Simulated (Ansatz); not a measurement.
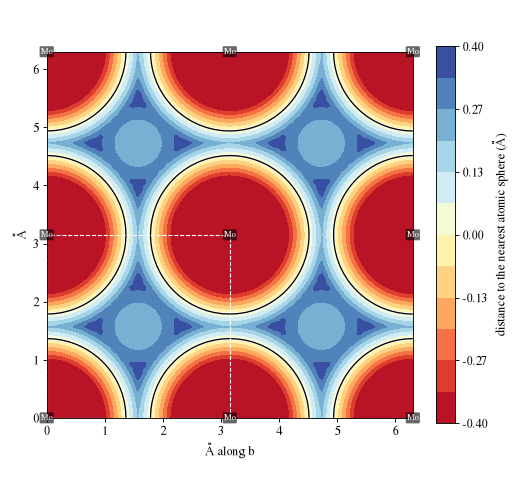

Map of the distance to the nearest atomic sphere in Mo (Im-3m, No. 229), computed on the section x = 0.000 (parallel to b and c; the dashed line is one cell). The black line marks the spheres' surfaces; positive values are empty space; unlabelled circles belong to atoms above or below the section.

The atoms' radii are touching radii (half the shortest distance): Mo 1.36 Å.

Origin of the cell: the input geometry of an electronic-structure calculation (not necessarily at equilibrium).

```
Mo
1.0
     3.15000    0.00000    0.00000
     0.00000    3.15000    0.00000
     0.00000    0.00000    3.15000
Mo
2
Direct
  0.00000 0.00000 0.00000
  0.50000 0.50000 0.50000
```

Where is the largest hole in this section, and how large is it?

At 0.000, 0.250, 0.500 (fractional), where the distance reaches 0.40 Å; it is enclosed by 4 Mo in a tetrahedral arrangement. It is the largest hole of the crystal.

How much of the crystal lies outside the spheres?

About 32 % of the cell's volume, and 41 % of this section's area.

What can pass through?

The largest sphere that fits anywhere has a diameter of 0.79 Å; the largest that can travel through the crystal, about 0.6 Å.
